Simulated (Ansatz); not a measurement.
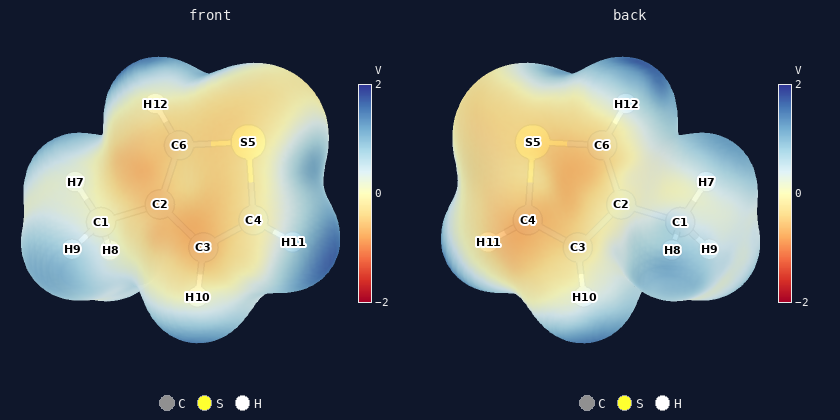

C5H6S (SMILES Cc1ccsc1). The molecular electrostatic potential painted on the density surface at 0.004 e/bohr³, seen from the front and from behind; the colour scale runs from red (negative) to blue (positive).

Geometry: PBE0-D4/def2-TZVP.

Theory: Ansatz 0.2.0, RKS PBE0-D4/def2-TZVPP.

Input

```
crystal:
  periodic: [false, false, false]
  atoms:
    - {symbol: C, position_ang: [-0.551632, -0.595343, 1.532041]}
    - {symbol: C, position_ang: [-0.153273, 0.020777, 0.231633]}
    - {symbol: C, position_ang: [0.790405, -0.552631, -0.665838]}
    - {symbol: C, position_ang: [0.987806, 0.196253, -1.785710]}
    - {symbol: S, position_ang: [0.031049, 1.606998, -1.766897]}
    - {symbol: C, position_ang: [-0.642094, 1.200435, -0.252423]}
    - {symbol: H, position_ang: [-1.287928, 0.018845, 2.051905]}
    - {symbol: H, position_ang: [-0.986601, -1.587520, 1.382280]}
    - {symbol: H, position_ang: [0.311870, -0.716449, 2.192158]}
    - {symbol: H, position_ang: [1.301480, -1.489100, -0.479574]}
    - {symbol: H, position_ang: [1.643956, -0.008513, -2.617763]}
    - {symbol: H, position_ang: [-1.368038, 1.851049, 0.212188]}
basis:
  gaussian: {orbitals: def2-TZVPP}
hamiltonian: {xc: pbe0, dispersion: d4}
output: {orbitals: {seedname: orbitals}}
```

Run with:

```sh
ansatz run in.yaml --threads 4 --pin off --events-out ev --progress --plain --max-ram 10444MiB
```

Question: Where is the surface potential most negative and most positive?

Answer: The most negative region (about −0.7 V, or −16 kcal/mol for a unit charge) lies over the π face of C2, C3, C4 and C6, the most positive (about +1.7 V, or +39 kcal/mol for a unit charge) over H11 and H12.
